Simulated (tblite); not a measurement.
**Geometry relaxation of CH6ClFGe2**

The run: geometry relaxation of CH6ClFGe2, SMILES [CH3][Ge]([F])([Cl])[GeH3]. Method and program: GFN2-xTB geometry optimisation, gas phase (tblite 0.8.0).

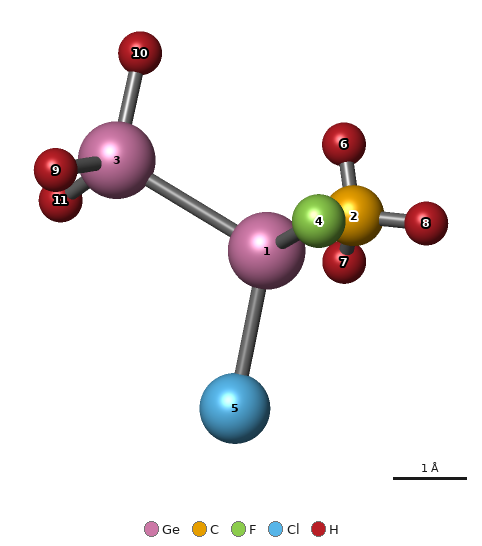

*The input geometry (ball-and-stick view, seen at a tilt; atoms are numbered from 1 in the order of the input). Sticks mark near contacts.*

Bond lengths as drawn: Cl–Ge 2.21 Å, C–Ge 1.92 Å, C–H 1.03 to 1.06 Å, F–Ge 1.76 Å, Ge–Ge 2.42 Å and Ge–H 1.49 to 1.52 Å.

### Input file
```
{"job": {"kind": "relax", "xc": "GFN2-xTB", "basis": "xTB"}, "charge": 0, "multiplicity": 1}
Ge     1.778073    -0.208327    -0.324754
C      3.282114     0.805338    -0.953513
Ge    -0.238576     0.961176    -0.968587
F      1.832932    -0.357073     1.432339
Cl     1.789006    -2.209084    -1.253720
H      3.091639     1.820826    -0.964259
H      3.552193     0.503463    -1.914581
H      4.096649     0.621733    -0.296850
H     -1.415468     0.347308    -0.240417
H     -0.116705     2.429443    -0.595467
H     -0.458312     0.824905    -2.435609
```

The first line tells a small driver script what to run in tblite; the rest is the geometry in Å.

Run on 1 CPU thread, shared host.

Launch command:
```bash
OMP_NUM_THREADS=1 python <driver script> task.json out
```

### Output
```
step      E/eV     max force
  0    -501.49680    2.073
  1    -501.64564    1.256
  2    -501.71673    0.412
  3    -501.73096    0.304
  4    -501.74426    0.404
  5    -501.76118    0.520
  6    -501.77948    0.451
  7    -501.79510    0.296
  8    -501.80462    0.256
  9    -501.81025    0.256
 10    -501.81471    0.207
 11    -501.81896    0.180
 12    -501.82327    0.194
 13    -501.82708    0.216
 14    -501.82960    0.167
 15    -501.83086    0.089
 16    -501.83159    0.103
 17    -501.83242    0.099
 18    -501.83364    0.117
 19    -501.83518    0.136
 20    -501.83661    0.114
 21    -501.83772    0.096
 22    -501.83865    0.087
 23    -501.83976    0.120
 24    -501.84113    0.135
 25    -501.84246    0.137
 26    -501.84351    0.102
 27    -501.84426    0.067
 28    -501.84481    0.066
 29    -501.84544    0.107
 30    -501.84633    0.150
 31    -501.84748    0.169
 32    -501.84871    0.147
 33    -501.84969    0.096
 34    -501.85037    0.069
 35    -501.85097    0.086
 36    -501.85162    0.083
 37    -501.85226    0.089
 38    -501.85282    0.069
 39    -501.85331    0.078
 40    -501.85377    0.078
 41    -501.85420    0.063
 42    -501.85452    0.047
 43    -501.85468    0.028
 44    -501.85476    0.026
 45    -501.85483    0.026
 46    -501.85494    0.037
 47    -501.85507    0.038
 48    -501.85519    0.029
 49    -501.85528    0.029
 50    -501.85536    0.023
 51    -501.85543    0.029
 52    -501.85550    0.025
 53    -501.85556    0.016
 54    -501.85561    0.018
 55    -501.85566    0.027
 56    -501.85575    0.040
 57    -501.85587    0.044
 58    -501.85601    0.039
 59    -501.85611    0.025
 60    -501.85615    0.013
 61    -501.85618    0.014
 62    -501.85621    0.019
 63    -501.85627    0.026
 64    -501.85633    0.024
 65    -501.85637    0.014
 66    -501.85640    0.012
 67    -501.85641    0.010
 68    -501.85643    0.016
 69    -501.85646    0.018
 70    -501.85649    0.015
 71    -501.85651    0.012
 72    -501.85652    0.011
 73    -501.85653    0.011
 74    -501.85654    0.014
 75    -501.85656    0.015
 76    -501.85658    0.018
 77    -501.85661    0.022
 78    -501.85665    0.027
 79    -501.85672    0.037
 80    -501.85687    0.058
 81    -501.85710    0.077
 82    -501.85744    0.070
 83    -501.85785    0.047
 84    -501.85814    0.053
 85    -501.85818    0.087
 86    -501.85851    0.058
 87    -501.85862    0.026
 88    -501.85870    0.025
 89    -501.85879    0.038
 90    -501.85886    0.039
 91    -501.85897    0.030
 92    -501.85904    0.015
 93    -501.85902    0.032
 94    -501.85907    0.011
 95    -501.85908    0.010
 96    -501.85913    0.020
 97    -501.85915    0.018
 98    -501.85917    0.013
 99    -501.85919    0.009
100    -501.85920    0.008
101    -501.85921    0.006
```

### Trajectory as extended XYZ (Å, eV, eV/Å), 20 of the 27 frames kept, from step=0 to step=101
```
11
Properties=species:S:1:pos:R:3:forces:R:3 step=0 energy=-501.49680
Ge    1.7781   -0.2083   -0.3248   -1.4210  -0.8700  -0.8700
C     3.2821    0.8053   -0.9535    0.6320  -0.9920   0.8780
Ge   -0.2386    0.9612   -0.9686   -0.1670  -0.1820   0.5870
F     1.8329   -0.3571    1.4323    0.2010  -0.1280   0.2550
Cl    1.7890   -2.2091   -1.2537    0.1180   0.6530   0.5270
H     3.0916    1.8208   -0.9643   -0.5210   2.0050   0.0680
H     3.5522    0.5035   -1.9146    0.4150  -0.5430  -1.4930
H     4.0966    0.6217   -0.2969    0.9480  -0.0670   0.4860
H    -1.4155    0.3473   -0.2404    0.0200   0.2900  -0.2160
H    -0.1167    2.4294   -0.5955   -0.1450  -0.2530  -0.1350
H    -0.4583    0.8249   -2.4356   -0.0800   0.0870  -0.0870
11
Properties=species:S:1:pos:R:3:forces:R:3 step=4 energy=-501.74426
Ge    1.7150   -0.2448   -0.3768    0.2740   0.2960  -0.0150
C     3.3184    0.7977   -0.9433    0.0320  -0.0720   0.0350
Ge   -0.2590    0.9544   -0.9466   -0.1580  -0.0240  -0.0440
F     1.8453   -0.3710    1.4344    0.0200  -0.1160  -0.2230
Cl    1.7969   -2.1761   -1.2144    0.0350  -0.1410   0.1430
H     3.0753    1.8631   -0.9547    0.0730  -0.1840   0.0560
H     3.5716    0.4855   -1.9553    0.1250   0.0660   0.1120
H     4.1556    0.6203   -0.2740    0.0510   0.0640  -0.1230
H    -1.4315    0.3681   -0.2513   -0.2990   0.0920   0.0070
H    -0.1293    2.4085   -0.6049   -0.0830  -0.0450  -0.0190
H    -0.4647    0.8339   -2.4286   -0.0720   0.0650   0.0690
11
Properties=species:S:1:pos:R:3:forces:R:3 step=12 energy=-501.82327
Ge    1.7408   -0.2253   -0.4127    0.0450   0.0970  -0.1620
C     3.3775    0.7953   -0.9458    0.0050   0.0170  -0.0110
Ge   -0.3254    0.9289   -0.9289   -0.0900   0.0780  -0.0820
F     1.8692   -0.4249    1.3564    0.0350  -0.0010   0.1470
Cl    1.8221   -2.2099   -1.1165    0.0250  -0.0830  -0.0030
H     3.1266    1.8549   -0.9344    0.0840  -0.0310  -0.0190
H     3.6571    0.5072   -1.9563    0.0090   0.0380   0.0400
H     4.2214    0.6243   -0.2828   -0.0910  -0.0530   0.0130
H    -1.5782    0.4291   -0.2640    0.0730   0.0410  -0.0610
H    -0.1885    2.3963   -0.6074   -0.0430  -0.0980   0.0080
H    -0.5290    0.8638   -2.4231   -0.0530  -0.0050   0.1300
11
Properties=species:S:1:pos:R:3:forces:R:3 step=16 energy=-501.83159
Ge    1.7460   -0.2247   -0.4296   -0.0340   0.0190   0.0190
C     3.3874    0.8004   -0.9511    0.0000  -0.0130  -0.0020
Ge   -0.3413    0.9316   -0.9327    0.0340  -0.0240   0.0140
F     1.8797   -0.4297    1.3614    0.0190   0.0530  -0.0860
Cl    1.8319   -2.2309   -1.1010    0.0230   0.0620   0.0100
H     3.1597    1.8635   -0.9374    0.0070  -0.0060   0.0170
H     3.6805    0.5194   -1.9579    0.0090  -0.0160  -0.0080
H     4.2141    0.6088   -0.2751   -0.0230  -0.0550   0.0400
H    -1.5961    0.4449   -0.2759    0.0180  -0.0230   0.0060
H    -0.2094    2.3899   -0.6013   -0.0080   0.0020   0.0120
H    -0.5590    0.8665   -2.4149   -0.0440   0.0010  -0.0220
11
Properties=species:S:1:pos:R:3:forces:R:3 step=20 energy=-501.83661
Ge    1.7412   -0.2092   -0.4394    0.0220  -0.0820  -0.0760
C     3.3890    0.7954   -0.9525    0.0320   0.0370  -0.0120
Ge   -0.3413    0.9292   -0.9360   -0.0560   0.0320  -0.0460
F     1.8935   -0.4067    1.3390   -0.0030   0.0530   0.0320
Cl    1.8466   -2.2201   -1.0933   -0.0020   0.0540  -0.0020
H     3.1824    1.8637   -0.9329    0.0270  -0.0380   0.0270
H     3.6944    0.5198   -1.9587    0.0100  -0.0200   0.0580
H     4.1928    0.5754   -0.2558    0.0010  -0.0080  -0.0320
H    -1.5895    0.4412   -0.2804   -0.0450  -0.0700   0.0730
H    -0.2228    2.3836   -0.5926    0.0110   0.0330   0.0020
H    -0.5926    0.8675   -2.4129    0.0040   0.0100  -0.0230
11
Properties=species:S:1:pos:R:3:forces:R:3 step=28 energy=-501.84481
Ge    1.7301   -0.1871   -0.4786    0.0380  -0.0540  -0.0050
C     3.4077    0.7855   -0.9507    0.0250   0.0050  -0.0070
Ge   -0.3814    0.9327   -0.9488    0.0310  -0.0140  -0.0160
F     1.9057   -0.3337    1.3094   -0.0620   0.0180   0.0020
Cl    1.8701   -2.2097   -1.0940   -0.0330   0.0530   0.0020
H     3.2391    1.8588   -0.9088    0.0310  -0.0310  -0.0110
H     3.7360    0.5109   -1.9486   -0.0030   0.0230   0.0090
H     4.1793    0.5178   -0.2350    0.0210   0.0090  -0.0070
H    -1.5941    0.3991   -0.2503    0.0090  -0.0020   0.0040
H    -0.2469    2.3841   -0.5834   -0.0410  -0.0220  -0.0140
H    -0.6521    0.8813   -2.4267   -0.0160   0.0120   0.0430
11
Properties=species:S:1:pos:R:3:forces:R:3 step=32 energy=-501.84871
Ge    1.7309   -0.1804   -0.4934    0.0920   0.0930  -0.0680
C     3.4314    0.7764   -0.9485   -0.0270  -0.0220   0.0210
Ge   -0.3927    0.9241   -0.9527    0.0300  -0.0170   0.0400
F     1.8773   -0.2845    1.2959   -0.0440  -0.0270   0.0450
Cl    1.8662   -2.2008   -1.1022   -0.0240  -0.0030   0.0130
H     3.2830    1.8500   -0.8996   -0.0220   0.0480   0.0220
H     3.7616    0.5154   -1.9481    0.0140  -0.0420  -0.0080
H     4.1934    0.4947   -0.2272    0.0030  -0.0210  -0.0350
H    -1.5863    0.3750   -0.2322    0.0210  -0.0080  -0.0130
H    -0.2802    2.3733   -0.5878   -0.0150   0.0330   0.0290
H    -0.6912    0.8965   -2.4197   -0.0290  -0.0330  -0.0460
11
Properties=species:S:1:pos:R:3:forces:R:3 step=40 energy=-501.85377
Ge    1.7409   -0.1474   -0.5182    0.0030   0.0330  -0.0350
C     3.4674    0.7731   -0.9484   -0.0480  -0.0530   0.0310
Ge   -0.3999    0.9257   -0.9621   -0.0030  -0.0010   0.0270
F     1.8197   -0.2347    1.2796    0.0090  -0.0240   0.0140
Cl    1.8498   -2.1783   -1.1033   -0.0040   0.0070   0.0160
H     3.3384    1.8495   -0.8791    0.0440  -0.0200  -0.0180
H     3.7973    0.5057   -1.9473   -0.0160   0.0360   0.0000
H     4.2157    0.4525   -0.2293    0.0030   0.0220  -0.0020
H    -1.5533    0.3305   -0.2142    0.0180  -0.0130  -0.0010
H    -0.3302    2.3726   -0.5748   -0.0090   0.0230  -0.0010
H    -0.7523    0.8906   -2.4184    0.0020  -0.0100  -0.0310
11
Properties=species:S:1:pos:R:3:forces:R:3 step=44 energy=-501.85476
Ge    1.7386   -0.1364   -0.5248    0.0000  -0.0010   0.0090
C     3.4710    0.7683   -0.9459    0.0170   0.0150  -0.0070
Ge   -0.4030    0.9309   -0.9652    0.0010  -0.0010  -0.0040
F     1.8091   -0.2293    1.2750    0.0100  -0.0100  -0.0020
Cl    1.8453   -2.1697   -1.0997   -0.0070   0.0020   0.0030
H     3.3581    1.8460   -0.8769    0.0050   0.0080   0.0050
H     3.8012    0.5082   -1.9466   -0.0160  -0.0050  -0.0070
H     4.2201    0.4446   -0.2295   -0.0030  -0.0120   0.0090
H    -1.5398    0.3158   -0.2105   -0.0030  -0.0100   0.0090
H    -0.3425    2.3771   -0.5701   -0.0170   0.0060  -0.0190
H    -0.7646    0.8842   -2.4212    0.0120   0.0100   0.0040
11
Properties=species:S:1:pos:R:3:forces:R:3 step=48 energy=-501.85519
Ge    1.7391   -0.1334   -0.5225    0.0180  -0.0040   0.0140
C     3.4742    0.7704   -0.9458   -0.0240  -0.0090   0.0100
Ge   -0.4023    0.9322   -0.9645   -0.0170   0.0090   0.0000
F     1.8096   -0.2387    1.2765    0.0110   0.0030  -0.0010
Cl    1.8395   -2.1677   -1.0967   -0.0040   0.0110  -0.0040
H     3.3638    1.8483   -0.8764    0.0040   0.0070   0.0080
H     3.7936    0.5088   -1.9496    0.0140  -0.0050   0.0110
H     4.2226    0.4433   -0.2294   -0.0040  -0.0070  -0.0280
H    -1.5363    0.3103   -0.2081    0.0080   0.0060  -0.0080
H    -0.3513    2.3820   -0.5769   -0.0130  -0.0110  -0.0110
H    -0.7590    0.8842   -2.4221    0.0060   0.0000   0.0090
11
Properties=species:S:1:pos:R:3:forces:R:3 step=56 energy=-501.85575
Ge    1.7382   -0.1255   -0.5179    0.0390   0.0000   0.0090
C     3.4763    0.7701   -0.9450    0.0010  -0.0170   0.0110
Ge   -0.4044    0.9344   -0.9643   -0.0280   0.0160   0.0020
F     1.8181   -0.2398    1.2799    0.0020   0.0100  -0.0030
Cl    1.8316   -2.1580   -1.0975   -0.0050   0.0050  -0.0080
H     3.3790    1.8487   -0.8681   -0.0030   0.0010   0.0020
H     3.7937    0.5092   -1.9494   -0.0090   0.0070  -0.0150
H     4.2262    0.4302   -0.2368   -0.0010  -0.0050   0.0080
H    -1.5317    0.3021   -0.2074   -0.0010   0.0050  -0.0100
H    -0.3758    2.3869   -0.5870    0.0010  -0.0070   0.0050
H    -0.7577    0.8813   -2.4219    0.0040  -0.0150   0.0010
11
Properties=species:S:1:pos:R:3:forces:R:3 step=60 energy=-501.85615
Ge    1.7409   -0.1172   -0.5119   -0.0070   0.0020  -0.0070
C     3.4824    0.7659   -0.9441    0.0010   0.0100   0.0030
Ge   -0.4087    0.9381   -0.9642    0.0010  -0.0090   0.0100
F     1.8283   -0.2341    1.2857   -0.0010   0.0070  -0.0070
Cl    1.8231   -2.1467   -1.1038   -0.0060  -0.0040  -0.0010
H     3.3899    1.8443   -0.8578    0.0110   0.0050   0.0020
H     3.7921    0.5129   -1.9533   -0.0110   0.0010   0.0070
H     4.2329    0.4166   -0.2410    0.0010  -0.0040  -0.0060
H    -1.5329    0.2970   -0.2103   -0.0030   0.0030  -0.0060
H    -0.3984    2.3918   -0.5919    0.0070  -0.0020   0.0020
H    -0.7561    0.8710   -2.4228    0.0070  -0.0080   0.0020
11
Properties=species:S:1:pos:R:3:forces:R:3 step=64 energy=-501.85633
Ge    1.7405   -0.1121   -0.5135   -0.0020  -0.0020   0.0020
C     3.4855    0.7663   -0.9421   -0.0100  -0.0060  -0.0080
Ge   -0.4114    0.9373   -0.9625    0.0140   0.0070  -0.0180
F     1.8302   -0.2252    1.2837   -0.0050  -0.0010   0.0020
Cl    1.8180   -2.1426   -1.1068   -0.0020   0.0060   0.0050
H     3.4008    1.8447   -0.8518    0.0070   0.0080   0.0080
H     3.7891    0.5144   -1.9530    0.0040   0.0050  -0.0100
H     4.2353    0.4074   -0.2435    0.0010   0.0000   0.0000
H    -1.5336    0.2929   -0.2116   -0.0180  -0.0060   0.0100
H    -0.4054    2.3920   -0.5924    0.0050  -0.0080   0.0000
H    -0.7556    0.8647   -2.4220    0.0060  -0.0010   0.0090
11
Properties=species:S:1:pos:R:3:forces:R:3 step=72 energy=-501.85652
Ge    1.7401   -0.1076   -0.5099    0.0010  -0.0030   0.0010
C     3.4861    0.7672   -0.9437   -0.0010   0.0000   0.0040
Ge   -0.4130    0.9350   -0.9610    0.0040   0.0020  -0.0050
F     1.8328   -0.2235    1.2871   -0.0010   0.0020   0.0000
Cl    1.8111   -2.1369   -1.1060    0.0040  -0.0040   0.0030
H     3.4100    1.8455   -0.8422   -0.0050   0.0010  -0.0020
H     3.7844    0.5218   -1.9581   -0.0050   0.0070   0.0020
H     4.2370    0.3990   -0.2508    0.0060  -0.0080  -0.0040
H    -1.5405    0.2926   -0.2140   -0.0010  -0.0010   0.0010
H    -0.4078    2.3900   -0.5949    0.0000   0.0020  -0.0010
H    -0.7468    0.8566   -2.4219   -0.0020   0.0020   0.0000
11
Properties=species:S:1:pos:R:3:forces:R:3 step=76 energy=-501.85658
Ge    1.7400   -0.1068   -0.5076    0.0050  -0.0050  -0.0030
C     3.4863    0.7676   -0.9431   -0.0080  -0.0060  -0.0030
Ge   -0.4129    0.9343   -0.9614    0.0000   0.0070   0.0010
F     1.8330   -0.2229    1.2894    0.0000   0.0030  -0.0010
Cl    1.8102   -2.1362   -1.1038    0.0050  -0.0040   0.0040
H     3.4112    1.8455   -0.8385    0.0020   0.0020   0.0180
H     3.7804    0.5283   -1.9599   -0.0060  -0.0060  -0.0090
H     4.2392    0.3927   -0.2560    0.0030   0.0080  -0.0010
H    -1.5418    0.2925   -0.2150    0.0050   0.0020  -0.0040
H    -0.4080    2.3900   -0.5965   -0.0010  -0.0030  -0.0020
H    -0.7439    0.8547   -2.4229   -0.0040   0.0020   0.0000
11
Properties=species:S:1:pos:R:3:forces:R:3 step=84 energy=-501.85814
Ge    1.7392   -0.1117   -0.4911    0.0190   0.0160   0.0120
C     3.4780    0.7667   -0.9444    0.0180  -0.0030  -0.0010
Ge   -0.4076    0.9283   -0.9758    0.0150   0.0180  -0.0070
F     1.8255   -0.1862    1.3092   -0.0010  -0.0020  -0.0120
Cl    1.8298   -2.1506   -1.0466   -0.0060  -0.0120   0.0030
H     3.4351    1.8298   -0.7227    0.0060  -0.0380  -0.0170
H     3.6964    0.6249   -1.9996    0.0060   0.0250   0.0460
H     4.2675    0.3120   -0.3505   -0.0380   0.0160  -0.0330
H    -1.5438    0.2950   -0.2366   -0.0160  -0.0050   0.0090
H    -0.3974    2.3862   -0.6179   -0.0050  -0.0120  -0.0020
H    -0.7290    0.8452   -2.4394    0.0020  -0.0020   0.0020
11
Properties=species:S:1:pos:R:3:forces:R:3 step=88 energy=-501.85870
Ge    1.7394   -0.1055   -0.4836    0.0150  -0.0010  -0.0060
C     3.4783    0.7654   -0.9451    0.0040   0.0020   0.0050
Ge   -0.4076    0.9261   -0.9810   -0.0190   0.0010   0.0170
F     1.8280   -0.1701    1.3153   -0.0020   0.0020   0.0010
Cl    1.8313   -2.1480   -1.0254   -0.0080  -0.0150   0.0010
H     3.4584    1.8181   -0.6792    0.0010  -0.0080   0.0000
H     3.6704    0.6672   -2.0092    0.0080   0.0060   0.0100
H     4.2729    0.2739   -0.3904   -0.0090   0.0090  -0.0150
H    -1.5483    0.2926   -0.2448    0.0090   0.0030  -0.0020
H    -0.4053    2.3840   -0.6275   -0.0030   0.0030  -0.0020
H    -0.7240    0.8361   -2.4446    0.0050  -0.0020  -0.0090
11
Properties=species:S:1:pos:R:3:forces:R:3 step=92 energy=-501.85904
Ge    1.7412   -0.1024   -0.4760   -0.0060  -0.0060  -0.0020
C     3.4794    0.7654   -0.9461   -0.0070  -0.0040  -0.0040
Ge   -0.4083    0.9234   -0.9861   -0.0090  -0.0030  -0.0050
F     1.8282   -0.1496    1.3237    0.0010   0.0050  -0.0020
Cl    1.8318   -2.1524   -0.9935   -0.0070   0.0020   0.0000
H     3.4889    1.8000   -0.6188   -0.0080   0.0080   0.0080
H     3.6353    0.7274   -2.0196    0.0040   0.0010  -0.0070
H     4.2820    0.2286   -0.4499    0.0140  -0.0040   0.0050
H    -1.5535    0.2915   -0.2565    0.0060  -0.0060   0.0050
H    -0.4158    2.3832   -0.6406    0.0030   0.0050  -0.0010
H    -0.7158    0.8245   -2.4522    0.0090   0.0000   0.0040
11
Properties=species:S:1:pos:R:3:forces:R:3 step=100 energy=-501.85920
Ge    1.7403   -0.1007   -0.4742    0.0040  -0.0060  -0.0040
C     3.4796    0.7639   -0.9466    0.0010   0.0000  -0.0020
Ge   -0.4087    0.9224   -0.9882    0.0020  -0.0040  -0.0050
F     1.8277   -0.1356    1.3254    0.0010   0.0000   0.0040
Cl    1.8260   -2.1536   -0.9818   -0.0060   0.0010   0.0020
H     3.4973    1.7894   -0.5907    0.0000   0.0010  -0.0020
H     3.6214    0.7541   -2.0228    0.0000   0.0050   0.0010
H     4.2874    0.2111   -0.4759   -0.0040   0.0000   0.0020
H    -1.5509    0.2859   -0.2576    0.0040   0.0030  -0.0030
H    -0.4185    2.3834   -0.6475   -0.0010   0.0020   0.0020
H    -0.7081    0.8194   -2.4554   -0.0020  -0.0010   0.0040
11
Properties=species:S:1:pos:R:3:forces:R:3 step=101 energy=-501.85921
Ge    1.7405   -0.1005   -0.4740    0.0030  -0.0040  -0.0050
C     3.4797    0.7638   -0.9468    0.0010  -0.0010   0.0000
Ge   -0.4084    0.9221   -0.9889   -0.0010  -0.0030  -0.0050
F     1.8275   -0.1328    1.3256    0.0020   0.0000   0.0050
Cl    1.8255   -2.1539   -0.9785   -0.0050   0.0000   0.0010
H     3.5003    1.7870   -0.5846    0.0000   0.0020  -0.0010
H     3.6187    0.7604   -2.0234    0.0000   0.0040   0.0000
H     4.2877    0.2067   -0.4817   -0.0020   0.0000   0.0020
H    -1.5506    0.2854   -0.2585    0.0050   0.0020  -0.0030
H    -0.4196    2.3832   -0.6486    0.0000   0.0000   0.0010
H    -0.7078    0.8182   -2.4561   -0.0010  -0.0010   0.0040
```

### Key numbers

| quantity | value |
| --- | --- |
| outcome | converged |
| total energy | −501.8592 eV |
| wall time | 1.8 s |
| peak memory | 0.18 GiB |
